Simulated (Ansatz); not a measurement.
```xyz
7

B    -1.0030    0.1829   -0.6425
B     0.3246    0.0331    0.3608
O     1.3918   -0.7547    0.0735
H    -1.9754   -0.5083   -0.5170
H    -1.0809    1.0501   -1.4678
H     0.3300    0.6630    1.3984
H     2.0742   -0.7343    0.7490
```

Geometry: PBE0-D4/def2-TZVP.

Method: Ansatz 0.2.0, RKS PBE0-D4/def2-TZVPP.

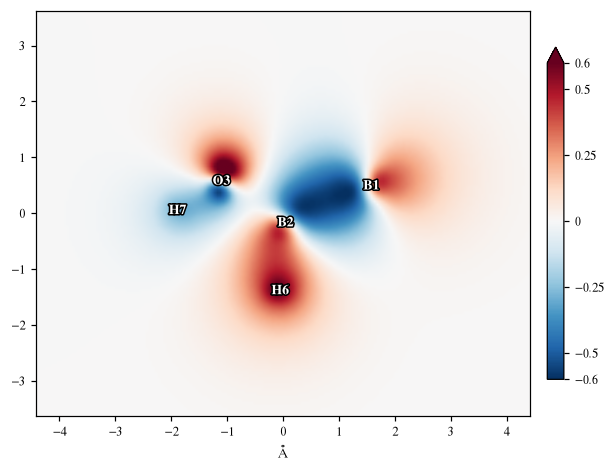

B2H4O. One frontier orbital on the plane of atoms B1, B2 and O3 (values in Å⁻³ᐟ²; the overall sign is arbitrary).

Which orbital is it: HOMO or LUMO?

The HOMO, at −7.94 eV. Its weight (Hirshfeld) is mainly on B2 (about 30 %), B1 (about 30 %), H6 (about 15 %) and O3 (about 15 %).
